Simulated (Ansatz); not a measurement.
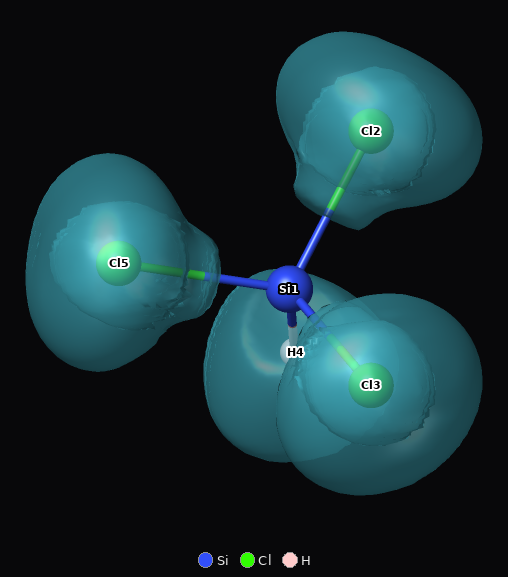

Figure. Cl3HSi. Isosurface of the electron localisation function at 0.8 (cyan), seen at a tilt. Core shells and regions of very low density are left out.

The product side of a reaction path; geometry: PBE0-D4/def2-TZVP.

The calculation used RKS PBE0-D4/def2-TZVPP in Ansatz 0.2.0.

Input file:

```
crystal:
  periodic: [false, false, false]
  atoms:
    - {symbol: Si, position_ang: [-0.058206, 0.069528, -0.064985]}
    - {symbol: Cl, position_ang: [1.598632, -0.554697, -1.057277]}
    - {symbol: Cl, position_ang: [-1.208188, -1.534255, 0.409187]}
    - {symbol: H, position_ang: [-0.824846, 0.985227, -0.920675]}
    - {symbol: Cl, position_ang: [0.492608, 1.034197, 1.633649]}
basis:
  gaussian: {orbitals: def2-TZVPP}
hamiltonian: {xc: pbe0, dispersion: d4}
output: {orbitals: {seedname: orbitals}}
```

Command:

```sh
ansatz run in.yaml --threads 2 --pin off --events-out ev --progress --plain --max-ram 4352MiB
```

### Identify the bonds, lone pairs and shells in this picture.

The surface consists of one region around a hydrogen nucleus and three regions on Cl in which the atom's valence shell and bonds are merged. Profiles from the grid: Si–Cl (2.03 Å): the ELF peaks at about 0.85 between the atoms; a shared but strongly polarised pair. Si–H (1.47 Å): the ELF climbs to about 1 towards the hydrogen, as it does in any bond to H.
